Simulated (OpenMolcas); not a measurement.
**S2F2 (SMILES FS(F)=S): levels of theory compared**

Wanted: a comparison of 6 runs (B3LYP/6-31G*, BLYP/def2-SVPD, M06-2X/def2-SVPD, SVWN5/def2-SVPD, r2SCAN/def2-SVPD, revPBE/def2-SVPD) of S2F2. 

The calculation is run with OpenMolcas 26.06.

## Step 1: The system as given

The species is S2F2 (4 atoms), meant as a singlet with charge 0. As SMILES, `FS(F)=S`. The coordinates come from a PBE0-D4/def2-TZVP relaxation.

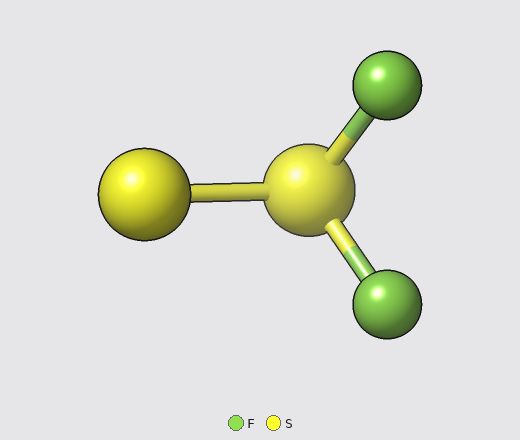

Viewed from a chosen angle; fluorine green, sulfur yellow.

## Step 2: Energy and gradient at B3LYP/6-31G(d) (spherical functions) (run 1)

The input, struct.xyz:

```xyz
4

F      0.734930     0.336790     1.199050
S     -0.480890    -0.090070     0.240730
F      0.313460    -1.382440    -0.286190
S     -0.567510     1.135710    -1.153590
```

The input, test.input:

```
&GATEWAY
  BASLIB = $CurrDir
  COORD = struct.xyz
  BASIS = 6-31Gs
  GROUP = NoSym

&SEWARD
  GRIDINPUT
  Grid=UltraFine
  End of Grid

&SCF
  KSDFT = B3LYP
  THRESHOLDS = 1e-10 1e-07 1e-07 1e-05
  PRORBITALS = 1 1

&ALASKA
```

The basis set 6-31G* is read from a file made from the Basis Set Exchange's data (not shown).

On the command line:

```bash
$ export MOLCAS_MEM=1860
$ pymolcas test.input > test.log
```

Standard output:

```text
--- Start Module: gateway ---
[...]
--- Stop Module: gateway /rc=_RC_ALL_IS_WELL_ ---
[...]
      Basis functions           64
[...]
--- Start Module: scf ---
[...]
       Convergence after  16 Iterations
[...]
::    Total KS-DFT energy                            -995.9919469978
[...]
      Total spin, S                                     0.0000000000
[...]
      Total electronic charge=   50.000000
      Total            charge=   -0.000000
[...]
      Dipole Moment (debye):
      Origin of the operator (angstrom)=   -0.1334    0.1331   -0.1162
                   X= -9.0933E-01               Y= -3.9418E-01               Z=  7.1444E-01           Total=  1.2218E+00
      Quadrupole Moment (debye*angstrom):
[...]
--- Stop Module: scf /rc=_RC_ALL_IS_WELL_ ---
[...]
--- Start Module: alaska ---
[...]
 *              Molecular gradients               *
 **************************************************
  Irreducible representation: a
 ------------------------------------------------------------------------------------------
                              X                       Y                       Z
 ------------------------------------------------------------------------------------------
  F1               -1.63748664691905E-02   -5.71804963627098E-03   -1.37620804800385E-02
  S2                2.49203049345077E-02    4.41426487482666E-03   -1.21713413232349E-02
  F3               -1.05017925648294E-02    1.82134314441207E-02    6.91519830125920E-03
  S4                1.95635409954775E-03   -1.69096466825884E-02    1.90182235020764E-02
 ------------------------------------------------------------------------------------------
--- Stop Module: alaska /rc=_RC_ALL_IS_WELL_ ---
[...]
```

It took 13 s on 1 thread of Arm Neoverse V2, shared host; peak memory 0.4 GiB.

## Step 3: Energy and forces at BLYP/def2-SVPD (run 2)

The input, test.inp:

```
&gateway
  baslib=$CurrDir
  coord
  4
  bohr
  F      1.38881642     0.63644086     2.26587611
  S     -0.90875040    -0.17020763     0.45491377
  F      0.59235355    -2.61243298    -0.54082072
  S     -1.07243847     2.14618086    -2.17996916
  basis=def2-SVPD
  group=NoSym

&seward
  gridinput
  Grid=UltraFine
  End of Grid

&scf
  ksdft=BLYP
  thresholds=1e-10 1e-07 1e-07 1e-05
  prorbitals=1 2

&alaska
```

The basis set def2-SVPD is read from a file made from the Basis Set Exchange's data (not shown).

On the command line:

```bash
$ export MOLCAS_MEM=1860
$ pymolcas test.inp > test.log
```

Standard output:

```text
--- Start Module: gateway ---
[...]
--- Stop Module: gateway /rc=_RC_ALL_IS_WELL_ ---
[...]
      Basis functions          100
[...]
--- Start Module: scf ---
[...]
       Convergence after  18 Iterations
[...]
::    Total KS-DFT energy                            -995.6357892742
[...]
      Total spin, S                                     0.0000000000
[...]
      Total electronic charge=   50.000000
      Total            charge=   -0.000000
[...]
      Dipole Moment (debye):
      Origin of the operator (angstrom)=   -0.1334    0.1331   -0.1162
                   X= -9.5249E-01               Y=  6.6583E-02               Z=  1.9333E-01           Total=  9.7419E-01
      Quadrupole Moment (debye*angstrom):
[...]
--- Stop Module: scf /rc=_RC_ALL_IS_WELL_ ---
[...]
--- Start Module: alaska ---
[...]
 *              Molecular gradients               *
 **************************************************
  Irreducible representation: a
 ------------------------------------------------------------------------------------------
                              X                       Y                       Z
 ------------------------------------------------------------------------------------------
  F1               -3.89569726605608E-02   -1.49790332562381E-02   -3.22265826302299E-02
  S2                6.13495217525326E-02   -1.76167556332629E-03   -1.53607216860223E-02
  F3               -2.47380741014958E-02    4.29964269865550E-02    1.78610650827160E-02
  S4                2.34552500961271E-03   -2.62557181669116E-02    2.97262392335469E-02
 ------------------------------------------------------------------------------------------
--- Stop Module: alaska /rc=_RC_ALL_IS_WELL_ ---
[...]
```

Wall time 29 s (1 thread of Arm Neoverse V2, shared host); peak memory 0.56 GiB.

## Step 4: Energy and gradient at M06-2X/def2-SVPD (run 3)

The input, mol.inp:

```
>>> EXPORT MOLCAS_PRINT=2

&GATEWAY
  BasLib=$CurrDir
  Coord
  4
  angstrom
  F        0.734930       0.336790       1.199050
  S       -0.480890      -0.090070       0.240730
  F        0.313460      -1.382440      -0.286190
  S       -0.567510       1.135710      -1.153590
  Basis=def2-SVPD
  Group=NoSym

&SEWARD
  GridInput
  Grid=UltraFine
  End of Grid

&SCF
  KSDFT=M062X
  Thresholds=1e-10 1e-07 1e-07 1e-05
  PrOrbitals=0

&ALASKA
```

The basis set def2-SVPD is read from a file made from the Basis Set Exchange's data (not shown).

On the command line:

```bash
$ export MOLCAS_MEM=1860
$ pymolcas mol.inp > mol.log
```

Standard output:

```text
--- Start Module: gateway ---
[...]
--- Stop Module: gateway /rc=_RC_ALL_IS_WELL_ ---
[...]
      Basis functions          100
[...]
--- Start Module: scf ---
[...]
       Convergence after  14 Iterations
[...]
::    Total KS-DFT energy                            -995.5330141635
[...]
      Total spin, S                                     0.0000000000
[...]
      Total electronic charge=   50.000000
      Total            charge=   -0.000000
[...]
      Dipole Moment (debye):
      Origin of the operator (angstrom)=   -0.1334    0.1331   -0.1162
                   X= -1.0657E+00               Y=  5.0541E-03               Z=  2.9669E-01           Total=  1.1062E+00
      Quadrupole Moment (debye*angstrom):
[...]
--- Stop Module: scf /rc=_RC_ALL_IS_WELL_ ---
[...]
--- Start Module: alaska ---
[...]
 *              Molecular gradients               *
 **************************************************
  Irreducible representation: a
 ------------------------------------------------------------------------------------------
                              X                       Y                       Z
 ------------------------------------------------------------------------------------------
  F1               -1.31536921360595E-02   -3.45017946888060E-03   -7.96116507007838E-03
  S2                2.33135125527131E-02    1.16435900595313E-03   -7.95379194026324E-03
  F3               -9.47093757488293E-03    1.15481049416282E-02    4.99837279750359E-03
  S4               -6.88882841722638E-04   -9.26228447876909E-03    1.09165842127830E-02
 ------------------------------------------------------------------------------------------
--- Stop Module: alaska /rc=_RC_ALL_IS_WELL_ ---
[...]
```

Run time: 31 s. Hardware: 1 thread of Arm Neoverse V2, shared host; peak memory 0.56 GiB.

Runs 4 to 5 aren't shown in full; the table further down has their settings and results.

## Step 5: Energy and forces at revPBE/def2-SVPD (run 6)

The input, coord.xyz:

```xyz
4

F      0.734930     0.336790     1.199050
S     -0.480890    -0.090070     0.240730
F      0.313460    -1.382440    -0.286190
S     -0.567510     1.135710    -1.153590
```

The input, calc.input:

```
&GATEWAY
BasLib
$CurrDir
Coord
coord.xyz
Basis
def2-SVPD
Group
NoSym
&SEWARD
GridInput
Grid=UltraFine
End of Grid
&SCF
KSDFT
revPBE
Thresholds
1e-10 1e-07 1e-07 1e-05
PrOrbitals
1
&ALASKA
```

The basis set def2-SVPD is read from a file made from the Basis Set Exchange's data (not shown).

On the command line:

```bash
$ export MOLCAS_MEM=1860
$ pymolcas calc.input > calc.log
```

Standard output:

```text
--- Start Module: gateway ---
[...]
--- Stop Module: gateway /rc=_RC_ALL_IS_WELL_ ---
[...]
      Basis functions          100
[...]
--- Start Module: scf ---
[...]
       Convergence after  19 Iterations
[...]
::    Total KS-DFT energy                            -995.4377612672
[...]
      Total spin, S                                     0.0000000000
[...]
      Total electronic charge=   50.000000
      Total            charge=   -0.000000
[...]
      Dipole Moment (debye):
      Origin of the operator (angstrom)=   -0.1334    0.1331   -0.1162
                   X= -8.5765E-01               Y=  8.4948E-03               Z=  2.3366E-01           Total=  8.8895E-01
      Quadrupole Moment (debye*angstrom):
[...]
--- Stop Module: scf /rc=_RC_ALL_IS_WELL_ ---
[...]
--- Start Module: alaska ---
[...]
 *              Molecular gradients               *
 **************************************************
  Irreducible representation: a
 ------------------------------------------------------------------------------------------
                              X                       Y                       Z
 ------------------------------------------------------------------------------------------
  F1               -3.54790986608524E-02   -1.40013087994246E-02   -2.95827977881462E-02
  S2                5.58570158943681E-02   -3.07164676136473E-03   -1.22855387350000E-02
  F3               -2.23768784440654E-02    3.94188438602470E-02    1.65695639764598E-02
  S4                1.99896121057375E-03   -2.23458882993377E-02    2.52987725466554E-02
 ------------------------------------------------------------------------------------------
--- Stop Module: alaska /rc=_RC_ALL_IS_WELL_ ---
[...]
```

Run time: 30 s. Hardware: 1 thread of Arm Neoverse V2, shared host; peak memory 0.56 GiB.

## Step 6: The series

```tsv
run	level	energy (Eh)	dipole moment (D)	HOMO energy (eV)	LUMO energy (eV)	wall time
1	B3LYP/6-31G* (spherical functions)	-995.991947	1.22	-7.69	-2.16	13 s
2	BLYP/def2-SVPD	-995.635789	0.97	-6.94	-3.09	29 s
3	M06-2X/def2-SVPD	-995.533014	1.11	-9.40	-1.46	31 s
4	SVWN5/def2-SVPD	-991.682915	0.94	-7.25	-3.42	21 s
5	r2SCAN/def2-SVPD	-995.507649	0.91	-7.36	-3.13	38 s
6	revPBE/def2-SVPD	-995.437761	0.89	-7.06	-3.17	30 s
```

## Step 7: Results

```
                       quantity          value
            run 6: total energy  -995.43776 Eh
           run 6: dipole moment         0.89 D
             run 6: HOMO energy       -7.06 eV
             run 6: LUMO energy       -3.17 eV
           run 6: HOMO–LUMO gap        3.89 eV
run 6: largest force on an atom     2.945 eV/Å
```

**Reading.** The dipole moment (its size) runs from 0.89 D (revPBE/def2-SVPD) to 1.22 D (B3LYP/6-31G*). The two ends differ in method and basis. The HOMO–LUMO gap runs from 3.83 eV (SVWN5/def2-SVPD) to 7.94 eV (M06-2X/def2-SVPD). Totals of different functionals can't be ranked against each other. All runs together took 2.7 min, the longest 38 s.
